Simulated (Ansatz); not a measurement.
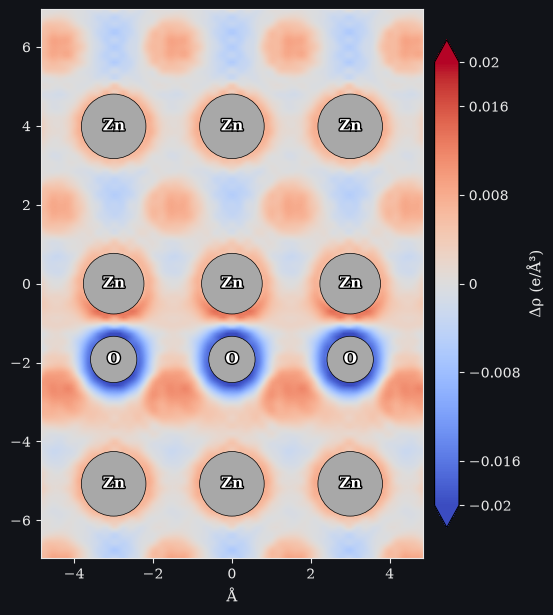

Zn6O. Difference of the valence pseudo-densities of two functionals at the same geometry, on the (010) plane of the calculation cell: one of PBE and r2SCAN less the other.

Space group P3m1; a generated structure, not necessarily the stable one.

Both computed with Ansatz (plane waves, PAW), on the same k-point mesh. Grey discs cover the atomic cores.

**Which was subtracted from which, and what does the map show?**

It is PBE less r2SCAN. Against r2SCAN, PBE gives more density around Zn (+0.007 e/Å³ on average at 1.0 Å from the nucleus), less density around O (−0.015 e/Å³ on average at 0.7 Å from the nucleus) and a change of +0.004 e/Å³ at the midpoint of Zn–O.
